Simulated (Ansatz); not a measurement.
C2H7BF2Ge (SMILES C[CH]([GeH3])B(F)F)

Input

```
crystal:
  periodic: [false, false, false]
  atoms:
    - { symbol: C, position_ang: [-0.7942, -0.6282, -1.1023] }
    - { symbol: C, position_ang: [0.1496, 0.3104, -0.3827] }
    - { symbol: Ge, position_ang: [1.1303, -0.7255, 0.909] }
    - { symbol: B, position_ang: [-0.5185, 1.52, 0.36] }
    - { symbol: F, position_ang: [-0.2859, 2.8709, -0.0011] }
    - { symbol: F, position_ang: [-1.5816, 1.2471, 1.3793] }
    - { symbol: H, position_ang: [-0.2727, -1.3929, -1.639] }
    - { symbol: H, position_ang: [-1.3683, 0.0209, -1.8773] }
    - { symbol: H, position_ang: [-1.5577, -1.0253, -0.3591] }
    - { symbol: H, position_ang: [0.8696, 0.7414, -1.094] }
    - { symbol: H, position_ang: [1.9075, -1.8685, 0.2166] }
    - { symbol: H, position_ang: [0.2081, -1.3253, 1.9818] }
    - { symbol: H, position_ang: [2.1344, 0.2203, 1.6236] }
basis:
  gaussian: { orbitals: def2-SVP }
hamiltonian:
  xc: pbe0
  dispersion: d4
relax:
  f_tol: 0.015
  max_steps: 40
output:
  orbitals: {}
```

Command:

```sh
ansatz run input.yaml --threads 2 --pin off --max-ram 3072MiB --backend cpu --events-out ev --progress --plain --runs-dir out
```

The fields are those of the relaxed geometry.

Method: RKS PBE0-D4/def2-SVP (Ansatz).

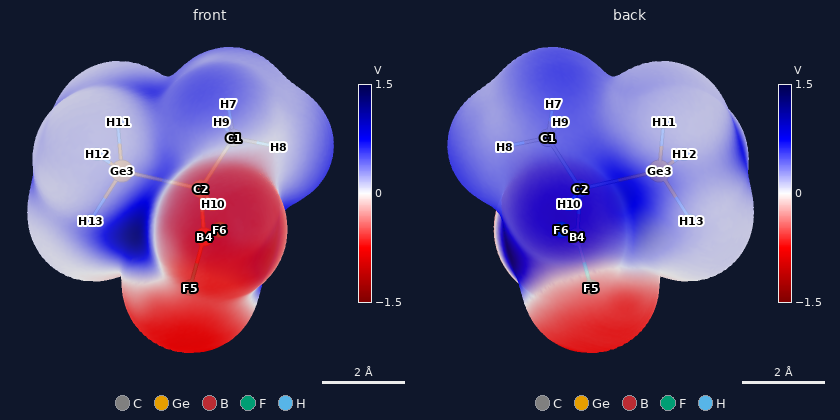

Figure 1. The electrostatic potential painted on the density surface at 0.001 e/bohr³, seen from the front and from behind; red is negative and blue positive.

**Where is the surface potential most negative and most positive?**

The most negative region (about −0.8 V) lies over F5 and F6, the most positive (about +1.2 V) over Ge3 and B4.

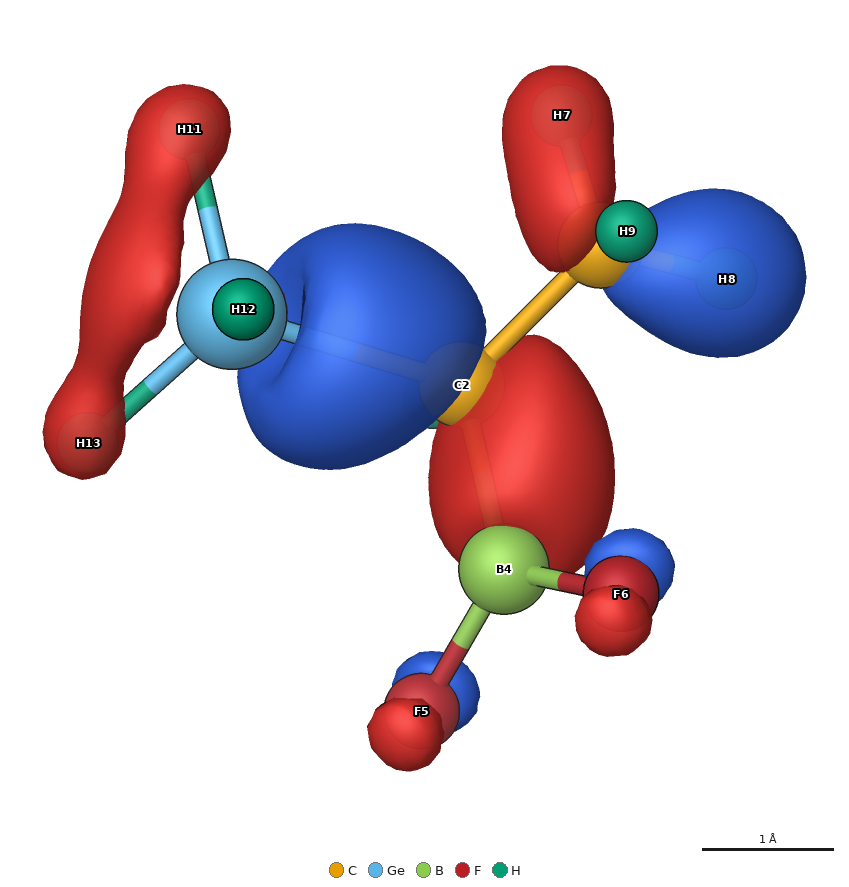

Figure 2. The HOMO at ±0.15 Å⁻³ᐟ² (blue and red are the two phases), seen across its widest extent.

**Where does this orbital lie, and at what energy?**

By Hirshfeld shares it lies mainly on C2 (about 30 %), Ge3 (about 25 %), C1 (about 10 %), B4 (about 10 %) and H8 (about 5 %). Its energy is −8.52 eV.

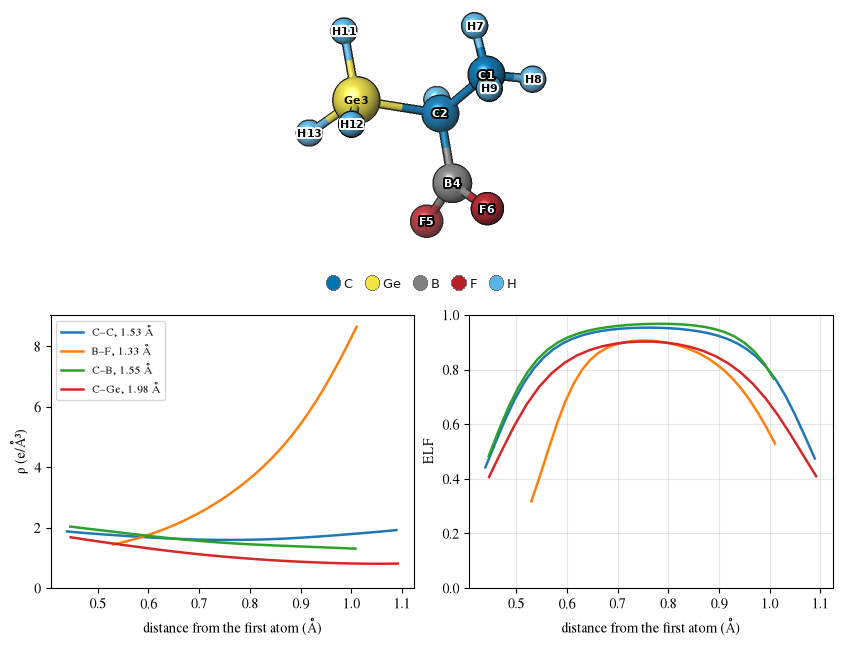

Figure 3. Total electron density and electron localisation function along straight lines between neighbouring atoms. The curves leave out the atomic cores. The structure is drawn too.

**What can be read from the curves?**

C–C (1.53 Å): ρ is about 1.6 e/Å³ halfway; the ELF peaks at about 0.95 between the atoms, as expected for localised, covalent bonding.
B–F (1.33 Å): the density is about 2.2 e/Å³ at the midpoint; the ELF peaks at about 0.90 between the atoms; a polar covalent bond.
C–B (1.55 Å): ρ at the midpoint is about 1.5 e/Å³; the ELF peaks at about 0.95 between the atoms (localised, covalent bonding).
C–Ge (1.98 Å): ρ is about 0.82 e/Å³ halfway; the ELF peaks at about 0.90 in the valence shell of C, 0.7 Å from its nucleus, and is about 0.70 at the midpoint.

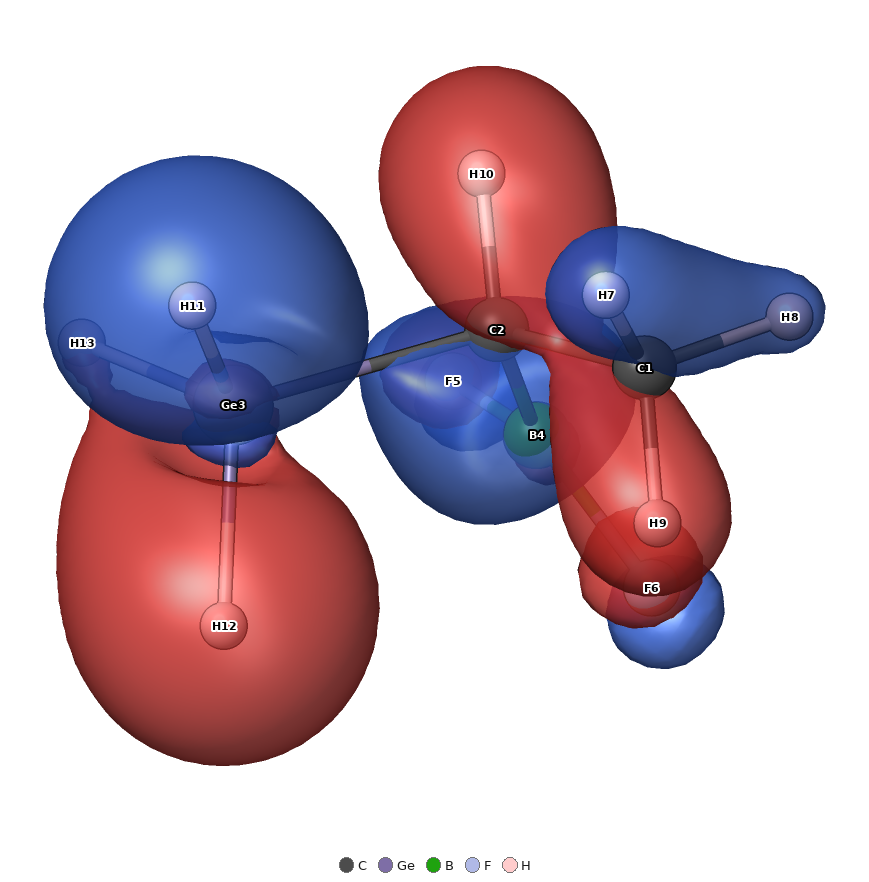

Figure 4. The HOMO−1 at ±0.1 Å⁻³ᐟ² (blue and red are the two phases), seen from one side.

**Describe this orbital and give its energy.**

It lies mainly on Ge3 (about 25 %), H12 (about 15 %), H11 (about 15 %) and C2 (about 15 %). Its energy is −9.32 eV.
